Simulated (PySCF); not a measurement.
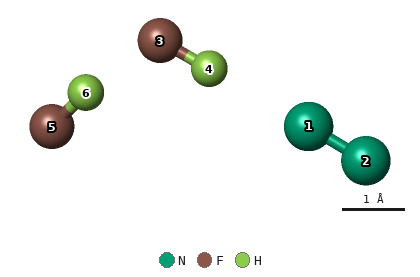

Fig. 1: The structure as given in the input (ball-and-stick view, seen at a tilt; atoms are numbered from 1 in the order of the input).

NMR shielding calculation, with input and output: N2H2F2

The run: NMR shielding calculation of N2H2F2, SMILES N#N.F.F. Method and program: GIAO PBE0/pcSseg-2 NMR shielding, non-relativistic, gas phase (PySCF 2.14.0).

The geometry comes from this level: PBE0-D3(BJ)/def2-SVPD. Figures and captions count atoms from 1; the log counts them from 0 in places.

Input
```
{"job": {"kind": "nmr", "xc": "PBE0", "basis": "pcSseg-2"}, "charge": 0, "multiplicity": 1, "parts": [{"atoms": "0-1", "charge": 0, "multiplicity": 1}, {"atoms": "2-3", "charge": 0, "multiplicity": 1}, {"atoms": "4-5", "charge": 0, "multiplicity": 1}]}
N      0.452519    -0.237203     0.239714
N     -0.549456     0.096404    -0.053198
F      3.032080    -1.128179     0.956047
H      2.180488    -0.830087     0.723309
F      3.982561    -2.849902    -0.838105
H      3.728271    -2.259416    -0.165621
```

The first line tells a small driver script what to run in PySCF; the rest is the geometry in Å.

Launch command:
```bash
OMP_NUM_THREADS=1 python <driver script> task.json out
```

Log
```
coarse grid: 5536 points
cycle   1  E = -310.1725427684  dE =  9.309e-02  |g| = 6.942e-01  |ddm| = 1.579e+00
cycle   2  E = -310.1147629921  dE =  5.778e-02  |g| = 9.721e-01  |ddm| = 6.585e-01
cycle   3  E = -310.2463471615  dE = -1.316e-01  |g| = 1.032e-01  |ddm| = 3.681e-01
cycle   4  E = -310.2470477636  dE = -7.006e-04  |g| = 8.075e-02  |ddm| = 7.198e-02
cycle   5  E = -310.2482666373  dE = -1.219e-03  |g| = 7.222e-03  |ddm| = 3.578e-02
cycle   6  E = -310.2482752135  dE = -8.576e-06  |g| = 9.853e-04  |ddm| = 5.224e-03
final grid: 55936 points
cycle   7  E = -310.2459909961  dE = -8.067e-05  |g| = 5.825e-03  |ddm| = 2.034e-02
cycle   8  E = -310.2459887286  dE =  2.267e-06  |g| = 7.008e-03  |ddm| = 5.813e-03
cycle   9  E = -310.2459953244  dE = -6.596e-06  |g| = 1.838e-03  |ddm| = 3.046e-03
cycle  10  E = -310.2459958338  dE = -5.094e-07  |g| = 7.955e-04  |ddm| = 1.116e-03
cycle  11  E = -310.2459959455  dE = -1.117e-07  |g| = 1.239e-04  |ddm| = 3.531e-04
cycle  12  E = -310.2459959484  dE = -2.836e-09  |g| = 1.056e-05  |ddm| = 9.456e-05
cycle  13  E = -310.2459959484  dE = -8.129e-12  |g| = 7.282e-06  |ddm| = 7.616e-06
converged SCF energy = -310.2459959484

GIAO shielding tensors (ppm)
atom      isotropic    diamagn.    paramagn.     s11        s22        s33       span
  0 N      -74.713     327.455    -402.167   -283.056   -282.869    341.787    624.842
  1 N      -94.203     324.152    -418.355   -311.179   -311.160    339.730    650.909
  2 F      390.040     466.468     -76.428    346.180    362.686    461.253    115.073
  3 H       26.732      28.077      -1.345     15.644     16.630     47.923     32.279
  4 F      411.506     466.095     -54.589    373.420    376.245    484.854    111.434
  5 H       26.221      27.939      -1.718     14.610     15.212     48.841     34.231

== part 1 alone, relaxed ==
coarse grid: 2128 points
cycle   1  E = -109.4387380198  dE =  1.286e-01  |g| = 9.592e-02  |ddm| = 1.183e+00
cycle   2  E = -109.4401256590  dE = -1.388e-03  |g| = 4.612e-02  |ddm| = 1.054e-01
cycle   3  E = -109.4405333521  dE = -4.077e-04  |g| = 8.177e-03  |ddm| = 5.344e-02
cycle   4  E = -109.4405466428  dE = -1.329e-05  |g| = 5.028e-04  |ddm| = 6.742e-03
cycle   5  E = -109.4405466820  dE = -3.927e-08  |g| = 8.623e-05  |ddm| = 7.327e-04
final grid: 21984 points
cycle   6  E = -109.4443766926  dE = -9.673e-06  |g| = 2.299e-03  |ddm| = 8.892e-03
cycle   7  E = -109.4443773277  dE = -6.351e-07  |g| = 1.530e-03  |ddm| = 3.623e-03
cycle   8  E = -109.4443778044  dE = -4.767e-07  |g| = 2.205e-05  |ddm| = 1.547e-03
cycle   9  E = -109.4443778044  dE = -6.656e-11  |g| = 6.279e-06  |ddm| = 3.187e-05
converged SCF energy = -109.4443778044

GIAO shielding tensors (ppm)
atom      isotropic    diamagn.    paramagn.     s11        s22        s33       span
  0 N      -93.818     325.007    -418.825   -310.552   -310.551    339.648    650.200
  1 N      -93.818     325.007    -418.825   -310.552   -310.551    339.648    650.200

== part 2 alone, relaxed ==
coarse grid: 1712 points
cycle   1  E = -100.3580153689  dE = -3.814e-02  |g| = 4.991e-01  |ddm| = 6.682e-01
cycle   2  E = -100.3252472348  dE =  3.277e-02  |g| = 7.164e-01  |ddm| = 4.654e-01
cycle   3  E = -100.3975835843  dE = -7.234e-02  |g| = 2.270e-02  |ddm| = 2.548e-01
cycle   4  E = -100.3976529726  dE = -6.939e-05  |g| = 4.241e-03  |ddm| = 9.340e-03
cycle   5  E = -100.3976547871  dE = -1.815e-06  |g| = 2.700e-04  |ddm| = 1.311e-03
final grid: 16976 points
cycle   6  E = -100.3941206676  dE = -2.776e-05  |g| = 3.707e-03  |ddm| = 7.921e-03
cycle   7  E = -100.3941193673  dE =  1.300e-06  |g| = 4.759e-03  |ddm| = 2.632e-03
cycle   8  E = -100.3941223951  dE = -3.028e-06  |g| = 1.823e-04  |ddm| = 1.576e-03
cycle   9  E = -100.3941223990  dE = -3.940e-09  |g| = 1.502e-05  |ddm| = 6.198e-05
cycle  10  E = -100.3941223990  dE = -2.829e-11  |g| = 2.879e-06  |ddm| = 6.262e-06
converged SCF energy = -100.3941223990

GIAO shielding tensors (ppm)
atom      isotropic    diamagn.    paramagn.     s11        s22        s33       span
  0 F      410.887     463.822     -52.935    375.523    375.523    481.614    106.091
  1 H       29.189      29.665      -0.476     21.753     21.753     44.062     22.309
```

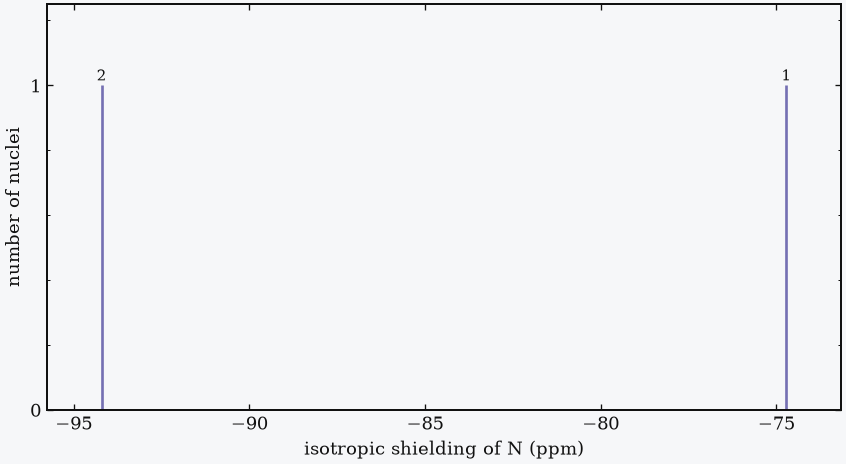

Fig. 2: Isotropic shieldings of the nitrogen nuclei in this fixed geometry, labelled by atom number; shielding grows to the right, so chemical shift grows to the left. The least shielded is N2 (−94.2 ppm), the most shielded N1 (−74.7 ppm).

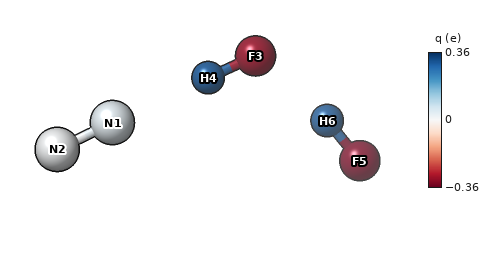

Fig. 3: Mulliken charges, as the colour of each atom (ball-and-stick view, seen at an oblique angle; atoms are numbered from 1 in the order of the input; Mulliken charges depend strongly on the basis). By element: N +0.01 to +0.03, F −0.34 to −0.31 and H +0.30 e.

Summary

| quantity | value |
| --- | --- |
| outcome | converged |
| total energy | −310.245996 hartree |
| HOMO | −10.90 eV |
| LUMO | −1.80 eV |
| dipole moment | 4.19 D |
| isotropic shielding, N | −94.2 to −74.7 ppm |
| isotropic shielding, F | 390.0 to 411.5 ppm |
| isotropic shielding, H | 26.2 to 26.7 ppm |
| hardware | 1 CPU thread, shared host |
| wall time | 9.1 s |
| peak memory | 0.63 GiB |
